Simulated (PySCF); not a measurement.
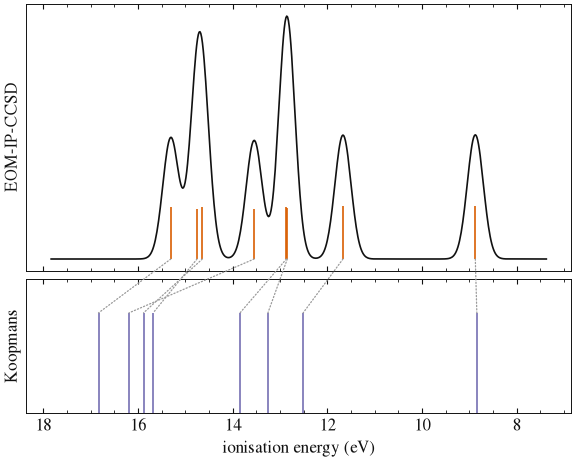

Valence photoelectron lines of C₅H₃N, SMILES C=C1C=C1C#N: vertical EOM-IP-CCSD/aug-cc-pVDZ (frozen core, PySCF, at a PBE0-D3(BJ)/def2-SVP geometry (no frequency check); 8 lines, one for each of the 8 highest orbitals, so a line of a deeper orbital can be missing among them) above, Hartree-Fock orbital energies with the sign turned below, non-relativistic; dotted lines join each line to its leading orbital. Stick heights are one-hole weights (summed over degenerate lines), not cross-sections; Gaussian width 0.40 eV.

Question: Do correlation and relaxation change the order of the lines?

Answer: Yes: in order of rising energy the holes are HOMO, HOMO−1, HOMO−2, HOMO−3, HOMO−6, HOMO−5, HOMO−4, HOMO−7. Some lines lie within 0.1 eV of each other, so their order isn't settled.

Question: What is the first vertical ionisation energy, and how far is Koopmans' value off?

Answer: 8.88 eV from the HOMO; Koopmans gives 8.84 eV, 0.03 eV too low.

Caveats: small basis, so the lines can lie some tenths of an eV too low.
